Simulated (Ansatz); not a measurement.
Run report: GeSiH8, molecular dynamics (part 2 of 3)

Continued. System: GeSiH8. Method: RKS CAM-B3LYP/def2-SVP (Ansatz 0.2.0). It belongs to a series of runs on one base structure; here: dynamics from the highest image of the converged band.

Geometry of the input (Å):
```
Ge -0.1440  -0.0614  -0.1489
H  0.3748  -0.6540  1.5177
H  1.0045  0.9561  -0.0356
H  -1.1607  0.6074  -1.1541
H  0.1067  -1.4778  -0.6747
Si -2.5635  0.1626  1.2376
H  -3.3728  -0.5613  0.2143
H  -3.0102  -0.2513  2.6046
H  -2.7814  1.6278  1.0710
H  -0.7166  -0.3483  1.4410
```

**The program's output, continued**
```
md step   112: t =    56.00 fs  T =  2817.8 K  F+E_penalty+E_count = -64517.55650326 eV  E_kin = 2.913837 eV  conserved = -64514.64266669 eV  (23 SCF iters)
md step   113: t =    56.50 fs  T =  2773.8 K  F+E_penalty+E_count = -64517.50610703 eV  E_kin = 2.868287 eV  conserved = -64514.63782044 eV  (23 SCF iters)
md step   114: t =    57.00 fs  T =  2842.9 K  F+E_penalty+E_count = -64517.58233210 eV  E_kin = 2.939789 eV  conserved = -64514.64254351 eV  (23 SCF iters)
md step   115: t =    57.50 fs  T =  2967.9 K  F+E_penalty+E_count = -64517.71865039 eV  E_kin = 3.069081 eV  conserved = -64514.64956969 eV  (23 SCF iters)
md step   116: t =    58.00 fs  T =  3051.9 K  F+E_penalty+E_count = -64517.80708606 eV  E_kin = 3.155884 eV  conserved = -64514.65120243 eV  (22 SCF iters)
md step   117: t =    58.50 fs  T =  3057.8 K  F+E_penalty+E_count = -64517.81081633 eV  E_kin = 3.162007 eV  conserved = -64514.64880947 eV  (23 SCF iters)
md step   118: t =    59.00 fs  T =  3008.7 K  F+E_penalty+E_count = -64517.75700061 eV  E_kin = 3.111258 eV  conserved = -64514.64574295 eV  (23 SCF iters)
md step   119: t =    59.50 fs  T =  2945.5 K  F+E_penalty+E_count = -64517.68935652 eV  E_kin = 3.045849 eV  conserved = -64514.64350717 eV  (23 SCF iters)
md step   120: t =    60.00 fs  T =  2901.1 K  F+E_penalty+E_count = -64517.64227498 eV  E_kin = 2.999965 eV  conserved = -64514.64231003 eV  (23 SCF iters)
md step   121: t =    60.50 fs  T =  2894.3 K  F+E_penalty+E_count = -64517.63494240 eV  E_kin = 2.992926 eV  conserved = -64514.64201625 eV  (23 SCF iters)
md step   122: t =    61.00 fs  T =  2929.7 K  F+E_penalty+E_count = -64517.67210483 eV  E_kin = 3.029518 eV  conserved = -64514.64258712 eV  (23 SCF iters)
md step   123: t =    61.50 fs  T =  2998.1 K  F+E_penalty+E_count = -64517.74442153 eV  E_kin = 3.100270 eV  conserved = -64514.64415166 eV  (23 SCF iters)
md step   124: t =    62.00 fs  T =  3075.6 K  F+E_penalty+E_count = -64517.82716653 eV  E_kin = 3.180379 eV  conserved = -64514.64678769 eV  (23 SCF iters)
md step   125: t =    62.50 fs  T =  3124.7 K  F+E_penalty+E_count = -64517.88098475 eV  E_kin = 3.231151 eV  conserved = -64514.64983325 eV  (23 SCF iters)
md step   126: t =    63.00 fs  T =  3108.4 K  F+E_penalty+E_count = -64517.86519090 eV  E_kin = 3.214344 eV  conserved = -64514.65084691 eV  (23 SCF iters)
md step   127: t =    63.50 fs  T =  3026.4 K  F+E_penalty+E_count = -64517.77607245 eV  E_kin = 3.129584 eV  conserved = -64514.64648856 eV  (23 SCF iters)
md step   128: t =    64.00 fs  T =  2948.6 K  F+E_penalty+E_count = -64517.68831825 eV  E_kin = 3.049102 eV  conserved = -64514.63921633 eV  (23 SCF iters)
md step   129: t =    64.50 fs  T =  2967.4 K  F+E_penalty+E_count = -64517.70772032 eV  E_kin = 3.068564 eV  conserved = -64514.63915620 eV  (23 SCF iters)
md step   130: t =    65.00 fs  T =  3083.3 K  F+E_penalty+E_count = -64517.83491213 eV  E_kin = 3.188371 eV  conserved = -64514.64654081 eV  (23 SCF iters)
md step   131: t =    65.50 fs  T =  3202.2 K  F+E_penalty+E_count = -64517.96248610 eV  E_kin = 3.311298 eV  conserved = -64514.65118852 eV  (22 SCF iters)
md step   132: t =    66.00 fs  T =  3250.5 K  F+E_penalty+E_count = -64518.01158033 eV  E_kin = 3.361269 eV  conserved = -64514.65031181 eV  (23 SCF iters)
md step   133: t =    66.50 fs  T =  3226.4 K  F+E_penalty+E_count = -64517.98360929 eV  E_kin = 3.336403 eV  conserved = -64514.64720585 eV  (23 SCF iters)
md step   134: t =    67.00 fs  T =  3167.6 K  F+E_penalty+E_count = -64517.91992086 eV  E_kin = 3.275520 eV  conserved = -64514.64440078 eV  (23 SCF iters)
md step   135: t =    67.50 fs  T =  3113.6 K  F+E_penalty+E_count = -64517.86234449 eV  E_kin = 3.219710 eV  conserved = -64514.64263495 eV  (23 SCF iters)
md step   136: t =    68.00 fs  T =  3091.5 K  F+E_penalty+E_count = -64517.83869078 eV  E_kin = 3.196810 eV  conserved = -64514.64188071 eV  (23 SCF iters)
md step   137: t =    68.50 fs  T =  3113.1 K  F+E_penalty+E_count = -64517.86119408 eV  E_kin = 3.219160 eV  conserved = -64514.64203427 eV  (23 SCF iters)
md step   138: t =    69.00 fs  T =  3176.0 K  F+E_penalty+E_count = -64517.92736001 eV  E_kin = 3.284213 eV  conserved = -64514.64314708 eV  (23 SCF iters)
md step   139: t =    69.50 fs  T =  3262.8 K  F+E_penalty+E_count = -64518.01938583 eV  E_kin = 3.374028 eV  conserved = -64514.64535777 eV  (23 SCF iters)
md step   140: t =    70.00 fs  T =  3340.9 K  F+E_penalty+E_count = -64518.10327391 eV  E_kin = 3.454798 eV  conserved = -64514.64847551 eV  (23 SCF iters)
md step   141: t =    70.50 fs  T =  3368.6 K  F+E_penalty+E_count = -64518.13441341 eV  E_kin = 3.483375 eV  conserved = -64514.65103842 eV  (23 SCF iters)
md step   142: t =    71.00 fs  T =  3320.0 K  F+E_penalty+E_count = -64518.08286310 eV  E_kin = 3.433149 eV  conserved = -64514.64971407 eV  (23 SCF iters)
md step   143: t =    71.50 fs  T =  3227.9 K  F+E_penalty+E_count = -64517.98083850 eV  E_kin = 3.337906 eV  conserved = -64514.64293273 eV  (23 SCF iters)
md step   144: t =    72.00 fs  T =  3186.3 K  F+E_penalty+E_count = -64517.93302477 eV  E_kin = 3.294921 eV  conserved = -64514.63810405 eV  (23 SCF iters)
md step   145: t =    72.50 fs  T =  3253.6 K  F+E_penalty+E_count = -64518.00734375 eV  E_kin = 3.364519 eV  conserved = -64514.64282486 eV  (23 SCF iters)
md step   146: t =    73.00 fs  T =  3372.4 K  F+E_penalty+E_count = -64518.13720261 eV  E_kin = 3.487323 eV  conserved = -64514.64987931 eV  (23 SCF iters)
md step   147: t =    73.50 fs  T =  3445.3 K  F+E_penalty+E_count = -64518.21421619 eV  E_kin = 3.562690 eV  conserved = -64514.65152598 eV  (23 SCF iters)
md step   148: t =    74.00 fs  T =  3435.2 K  F+E_penalty+E_count = -64518.20133050 eV  E_kin = 3.552227 eV  conserved = -64514.64910313 eV  (23 SCF iters)
md step   149: t =    74.50 fs  T =  3365.4 K  F+E_penalty+E_count = -64518.12610163 eV  E_kin = 3.480128 eV  conserved = -64514.64597318 eV  (23 SCF iters)
md step   150: t =    75.00 fs  T =  3277.8 K  F+E_penalty+E_count = -64518.03317491 eV  E_kin = 3.389517 eV  conserved = -64514.64365763 eV  (23 SCF iters)
md step   151: t =    75.50 fs  T =  3206.5 K  F+E_penalty+E_count = -64517.95814382 eV  E_kin = 3.315766 eV  conserved = -64514.64237819 eV  (23 SCF iters)
md step   152: t =    76.00 fs  T =  3171.3 K  F+E_penalty+E_count = -64517.92143029 eV  E_kin = 3.279415 eV  conserved = -64514.64201501 eV  (23 SCF iters)
md step   153: t =    76.50 fs  T =  3178.0 K  F+E_penalty+E_count = -64517.92881142 eV  E_kin = 3.286268 eV  conserved = -64514.64254346 eV  (23 SCF iters)
md step   154: t =    77.00 fs  T =  3217.8 K  F+E_penalty+E_count = -64517.97155747 eV  E_kin = 3.327456 eV  conserved = -64514.64410165 eV  (23 SCF iters)
md step   155: t =    77.50 fs  T =  3266.9 K  F+E_penalty+E_count = -64518.02498126 eV  E_kin = 3.378211 eV  conserved = -64514.64677025 eV  (23 SCF iters)
md step   156: t =    78.00 fs  T =  3287.2 K  F+E_penalty+E_count = -64518.04914099 eV  E_kin = 3.399255 eV  conserved = -64514.64988610 eV  (23 SCF iters)
md step   157: t =    78.50 fs  T =  3240.7 K  F+E_penalty+E_count = -64518.00217988 eV  E_kin = 3.351182 eV  conserved = -64514.65099828 eV  (23 SCF iters)
md step   158: t =    79.00 fs  T =  3125.5 K  F+E_penalty+E_count = -64517.87879671 eV  E_kin = 3.232060 eV  conserved = -64514.64673705 eV  (23 SCF iters)
md step   159: t =    79.50 fs  T =  3010.1 K  F+E_penalty+E_count = -64517.75218058 eV  E_kin = 3.112685 eV  conserved = -64514.63949601 eV  (23 SCF iters)
md step   160: t =    80.00 fs  T =  2986.5 K  F+E_penalty+E_count = -64517.72762047 eV  E_kin = 3.088235 eV  conserved = -64514.63938523 eV  (24 SCF iters)
md step   161: t =    80.50 fs  T =  3055.5 K  F+E_penalty+E_count = -64517.80639636 eV  E_kin = 3.159683 eV  conserved = -64514.64671337 eV  (23 SCF iters)
md step   162: t =    81.00 fs  T =  3124.2 K  F+E_penalty+E_count = -64517.88194353 eV  E_kin = 3.230636 eV  conserved = -64514.65130721 eV  (23 SCF iters)
md step   163: t =    81.50 fs  T =  3119.6 K  F+E_penalty+E_count = -64517.87624460 eV  E_kin = 3.225897 eV  conserved = -64514.65034803 eV  (24 SCF iters)
md step   164: t =    82.00 fs  T =  3041.2 K  F+E_penalty+E_count = -64517.79194911 eV  E_kin = 3.144812 eV  conserved = -64514.64713739 eV  (23 SCF iters)
md step   165: t =    82.50 fs  T =  2928.0 K  F+E_penalty+E_count = -64517.67196990 eV  E_kin = 3.027741 eV  conserved = -64514.64422863 eV  (23 SCF iters)
md step   166: t =    83.00 fs  T =  2821.2 K  F+E_penalty+E_count = -64517.55970884 eV  E_kin = 2.917333 eV  conserved = -64514.64237569 eV  (23 SCF iters)
md step   167: t =    83.50 fs  T =  2749.1 K  F+E_penalty+E_count = -64517.48431190 eV  E_kin = 2.842756 eV  conserved = -64514.64155575 eV  (24 SCF iters)
md step   168: t =    84.00 fs  T =  2724.5 K  F+E_penalty+E_count = -64517.45900310 eV  E_kin = 2.817335 eV  conserved = -64514.64166776 eV  (24 SCF iters)
md step   169: t =    84.50 fs  T =  2745.6 K  F+E_penalty+E_count = -64517.48190219 eV  E_kin = 2.839142 eV  conserved = -64514.64276036 eV  (23 SCF iters)
md step   170: t =    85.00 fs  T =  2795.2 K  F+E_penalty+E_count = -64517.53547686 eV  E_kin = 2.890508 eV  conserved = -64514.64496924 eV  (23 SCF iters)
md step   171: t =    85.50 fs  T =  2840.8 K  F+E_penalty+E_count = -64517.58570104 eV  E_kin = 2.937599 eV  conserved = -64514.64810163 eV  (22 SCF iters)
md step   172: t =    86.00 fs  T =  2840.2 K  F+E_penalty+E_count = -64517.58766088 eV  E_kin = 2.936963 eV  conserved = -64514.65069816 eV  (22 SCF iters)
md step   173: t =    86.50 fs  T =  2767.1 K  F+E_penalty+E_count = -64517.51081260 eV  E_kin = 2.861386 eV  conserved = -64514.64942704 eV  (23 SCF iters)
md step   174: t =    87.00 fs  T =  2653.4 K  F+E_penalty+E_count = -64517.38653140 eV  E_kin = 2.743846 eV  conserved = -64514.64268547 eV  (23 SCF iters)
md step   175: t =    87.50 fs  T =  2592.7 K  F+E_penalty+E_count = -64517.31893538 eV  E_kin = 2.681098 eV  conserved = -64514.63783768 eV  (23 SCF iters)
md step   176: t =    88.00 fs  T =  2643.6 K  F+E_penalty+E_count = -64517.37620788 eV  E_kin = 2.733683 eV  conserved = -64514.64252443 eV  (23 SCF iters)
md step   177: t =    88.50 fs  T =  2749.0 K  F+E_penalty+E_count = -64517.49226902 eV  E_kin = 2.842690 eV  conserved = -64514.64957881 eV  (23 SCF iters)
md step   178: t =    89.00 fs  T =  2811.8 K  F+E_penalty+E_count = -64517.55885502 eV  E_kin = 2.907636 eV  conserved = -64514.65121875 eV  (23 SCF iters)
md step   179: t =    89.50 fs  T =  2795.1 K  F+E_penalty+E_count = -64517.53910573 eV  E_kin = 2.890347 eV  conserved = -64514.64875911 eV  (23 SCF iters)
md step   180: t =    90.00 fs  T =  2722.9 K  F+E_penalty+E_count = -64517.46123363 eV  E_kin = 2.815664 eV  conserved = -64514.64556958 eV  (23 SCF iters)
md step   181: t =    90.50 fs  T =  2637.8 K  F+E_penalty+E_count = -64517.37089464 eV  E_kin = 2.727704 eV  conserved = -64514.64319105 eV  (23 SCF iters)
md step   182: t =    91.00 fs  T =  2575.1 K  F+E_penalty+E_count = -64517.30475725 eV  E_kin = 2.662894 eV  conserved = -64514.64186355 eV  (23 SCF iters)
md step   183: t =    91.50 fs  T =  2555.5 K  F+E_penalty+E_count = -64517.28409944 eV  E_kin = 2.642618 eV  conserved = -64514.64148152 eV  (24 SCF iters)
md step   184: t =    92.00 fs  T =  2585.0 K  F+E_penalty+E_count = -64517.31509351 eV  E_kin = 2.673063 eV  conserved = -64514.64203079 eV  (22 SCF iters)
md step   185: t =    92.50 fs  T =  2654.7 K  F+E_penalty+E_count = -64517.38877546 eV  E_kin = 2.745122 eV  conserved = -64514.64365330 eV  (23 SCF iters)
md step   186: t =    93.00 fs  T =  2739.8 K  F+E_penalty+E_count = -64517.47954769 eV  E_kin = 2.833125 eV  conserved = -64514.64642290 eV  (23 SCF iters)
md step   187: t =    93.50 fs  T =  2800.9 K  F+E_penalty+E_count = -64517.54597725 eV  E_kin = 2.896313 eV  conserved = -64514.64966385 eV  (24 SCF iters)
md step   188: t =    94.00 fs  T =  2798.0 K  F+E_penalty+E_count = -64517.54431481 eV  E_kin = 2.893401 eV  conserved = -64514.65091388 eV  (23 SCF iters)
md step   189: t =    94.50 fs  T =  2727.4 K  F+E_penalty+E_count = -64517.46717715 eV  E_kin = 2.820400 eV  conserved = -64514.64677735 eV  (24 SCF iters)
md step   190: t =    95.00 fs  T =  2655.8 K  F+E_penalty+E_count = -64517.38592531 eV  E_kin = 2.746331 eV  conserved = -64514.63959423 eV  (23 SCF iters)
md step   191: t =    95.50 fs  T =  2674.4 K  F+E_penalty+E_count = -64517.40502882 eV  E_kin = 2.765559 eV  conserved = -64514.63947015 eV  (25 SCF iters)
md step   192: t =    96.00 fs  T =  2784.3 K  F+E_penalty+E_count = -64517.52594824 eV  E_kin = 2.879151 eV  conserved = -64514.64679747 eV  (24 SCF iters)
md step   193: t =    96.50 fs  T =  2892.2 K  F+E_penalty+E_count = -64517.64222514 eV  E_kin = 2.990812 eV  conserved = -64514.65141349 eV  (24 SCF iters)
md step   194: t =    97.00 fs  T =  2925.5 K  F+E_penalty+E_count = -64517.67563309 eV  E_kin = 3.025169 eV  conserved = -64514.65046415 eV  (24 SCF iters)
md step   195: t =    97.50 fs  T =  2883.2 K  F+E_penalty+E_count = -64517.62874515 eV  E_kin = 2.981494 eV  conserved = -64514.64725111 eV  (24 SCF iters)
md step   196: t =    98.00 fs  T =  2804.7 K  F+E_penalty+E_count = -64517.54458881 eV  E_kin = 2.900250 eV  conserved = -64514.64433901 eV  (24 SCF iters)
md step   197: t =    98.50 fs  T =  2731.1 K  F+E_penalty+E_count = -64517.46669630 eV  E_kin = 2.824206 eV  conserved = -64514.64249065 eV  (23 SCF iters)
md step   198: t =    99.00 fs  T =  2690.8 K  F+E_penalty+E_count = -64517.42422833 eV  E_kin = 2.782543 eV  conserved = -64514.64168499 eV  (23 SCF iters)
md step   199: t =    99.50 fs  T =  2696.6 K  F+E_penalty+E_count = -64517.43027358 eV  E_kin = 2.788453 eV  conserved = -64514.64182009 eV  (23 SCF iters)
these checks for a lower state are left out or cut short: starts, cluster_reference, orbital_swaps, neighbouring_geometries, increment
953 factors; integrals over basis functions are off by at most 3.6e-4 eV
337 factors; integrals over basis functions are off by at most 2.3e-5 eV
mean field -64517.48267966 eV, -2370.9737569569 hartree, gradient 3.1e-5 eV, S^2 0.000000; 0 other end points of the search recorded, 0 dependent functions left out
the calculation of the forces begins
reference -64517.48286333 eV, -2370.9737637069 hartree; 27, 27 occupied and 63, 63 virtual orbitals, 953 factors
953 factors; integrals over basis functions are off by at most 3.6e-4 eV
337 factors; integrals over basis functions are off by at most 2.3e-5 eV
mean field evaluation 1152: about -64517.4825 eV, gradient 2.0e-1 eV
mean field -64517.48267966 eV, -2370.9737569569 hartree, gradient 3.1e-5 eV, S^2 0.000000; 1 other end points of the search recorded, 0 dependent functions left out
the calculation of the forces begins
reference -64517.48286333 eV, -2370.9737637069 hartree; 27, 27 occupied and 63, 63 virtual orbitals, 953 factors
md step   200: t =   100.00 fs  T =  2746.1 K  F+E_penalty+E_count = -64517.48267966 eV  E_kin = 2.839738 eV  conserved = -64514.64294127 eV  (23 SCF iters)
```

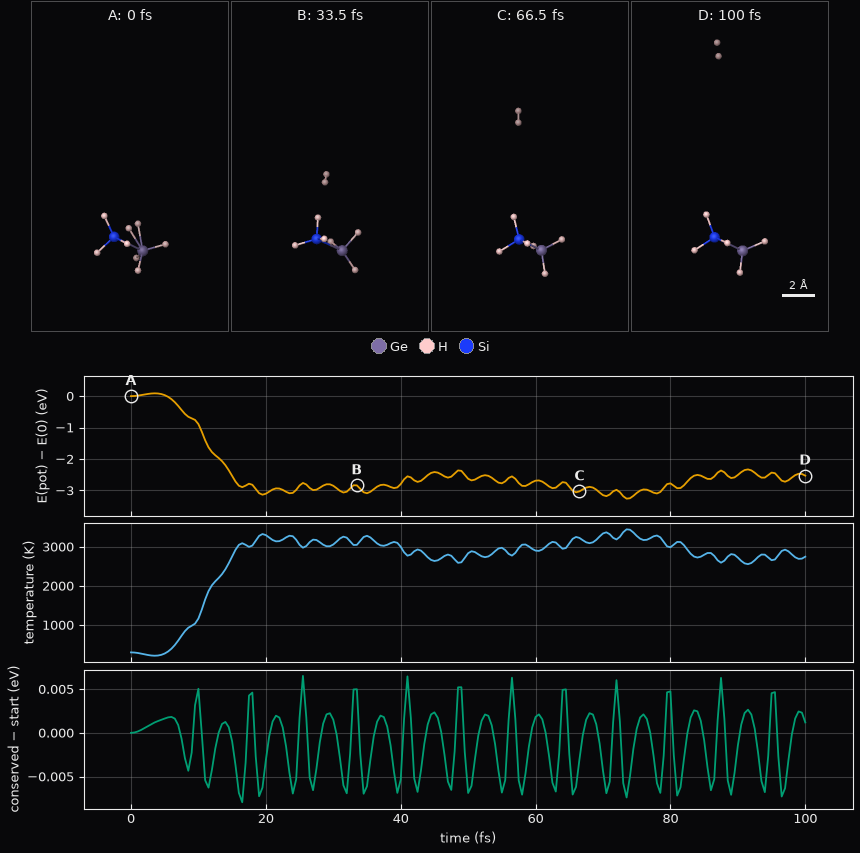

Figure 1. Frames of the molecular dynamics (ball-and-stick, seen at a tilt) above the curves, on which the letters mark them. The trajectory kept here has 201 frames over 100 fs. The temperature starts at 300 K, ranges from 215 to 3445 K and averages 2957 K over the second half. The potential energy ends 2.528 eV below its first value. The conserved quantity stays within 0.014 eV. After an unweighted best fit of the last frame on the first, the root-mean-square displacement is 5.23 Å, and H10 has moved furthest (10.49 Å).

```
Total energy: -64517.48286333 eV, -2370.9737637069 hartree
Atom 0 at    -0.275796     0.011110    -0.340046 Å, force    -1.532349    -0.297455     1.245879 eV/Å
Atom 1 at     6.284800    -4.292630    12.594618 Å, force    -0.361544     1.299482    -2.508360 eV/Å
Atom 2 at     1.110097     0.555911     0.087277 Å, force    -0.467743     0.313198     0.084391 eV/Å
Atom 3 at    -0.981745     0.751248    -1.477599 Å, force     0.443533     0.076194    -0.437079 eV/Å
Atom 4 at     0.053431    -1.457901    -0.679010 Å, force    -0.289051     0.064210    -0.116324 eV/Å
Atom 5 at    -2.681612     0.236708     0.982915 Å, force     1.862924     0.501105     0.811459 eV/Å
Atom 6 at    -3.487689    -0.520895     0.019607 Å, force    -0.409148     0.110069    -0.322324 eV/Å
Atom 7 at    -3.026051    -0.294704     2.398037 Å, force     0.483167     0.183470    -0.896999 eV/Å
Atom 8 at    -2.895060     1.764694     1.085222 Å, force    -0.091333    -0.950791    -0.369004 eV/Å
Atom 9 at     6.173787    -3.893626    11.824429 Å, force     0.361544    -1.299483     2.508361 eV/Å
Dipole moment:     0.017022     0.013670    -0.020916 e Å
```

**Trajectory as extended XYZ (Å, eV, eV/Å), 20 of the 201 frames kept, from step=0 to step=200**
```
10
Properties=species:S:1:pos:R:3:forces:R:3 step=0 time_fs=0.0 energy=-64514.95436 temperature=300.0
Ge   -0.1440   -0.0614   -0.1489   -0.0203   0.0434   0.0101
H     0.3748   -0.6540    1.5177   -0.0268  -0.0280   0.0180
H     1.0045    0.9561   -0.0356   -0.0063  -0.0054   0.0032
H    -1.1607    0.6074   -1.1541   -0.0034   0.0033  -0.0318
H     0.1067   -1.4778   -0.6747    0.0055  -0.0079   0.0057
Si   -2.5635    0.1626    1.2376   -0.0238  -0.0314  -0.0135
H    -3.3728   -0.5613    0.2143    0.0076   0.0074   0.0179
H    -3.0102   -0.2513    2.6046    0.0067   0.0084  -0.0030
H    -2.7814    1.6278    1.0710    0.0048   0.0073  -0.0023
H    -0.7166   -0.3483    1.4410    0.0561   0.0029  -0.0044
10
Properties=species:S:1:pos:R:3:forces:R:3 step=11 time_fs=5.5 energy=-64514.97592 temperature=322.6
Ge   -0.1443   -0.0634   -0.1503   -2.2174   1.1606  -0.8253
H     0.2988   -0.6023    1.6876   -0.3894  -0.1240   0.3099
H     0.9653    0.9614   -0.0238    0.3434  -0.0296   0.4378
H    -1.0897    0.6344   -1.2100    0.2009  -0.0545  -0.2824
H     0.0481   -1.4486   -0.7113    0.2411  -0.4769   0.3660
Si   -2.5568    0.1646    1.2411   -0.3515  -0.1901  -1.9987
H    -3.4585   -0.4467    0.1790    0.2915  -0.2348   0.4299
H    -2.9085   -0.3485    2.5728   -0.0030  -0.0660   0.4581
H    -2.9273    1.5649    1.0061    0.0814   0.6365   0.4002
H    -0.6481   -0.3278    1.4860    1.8029  -0.6213   0.7045
10
Properties=species:S:1:pos:R:3:forces:R:3 step=21 time_fs=10.5 energy=-64516.08405 temperature=1392.4
Ge   -0.1520   -0.0613   -0.1547   -3.2646   1.4624  -1.7824
H     0.2744   -0.6253    1.9668    4.0070  -1.5986   2.4711
H     0.9987    0.9449    0.0843   -0.0732  -0.5892   0.3705
H    -0.9688    0.6414   -1.3232    0.5641  -0.2620  -0.1349
H     0.0536   -1.5130   -0.6575    0.3135   0.2954   0.5806
Si   -2.5529    0.1654    1.2283    0.4410   0.8754  -1.2067
H    -3.4828   -0.4021    0.2346   -0.1984  -0.6168  -0.0698
H    -2.8096   -0.4402    2.6238    0.3563   0.4306  -0.7147
H    -3.0310    1.6291    1.0430    0.5472  -0.6624   0.6518
H    -0.3098   -0.4177    1.6859   -2.6931   0.6651  -0.1655
```
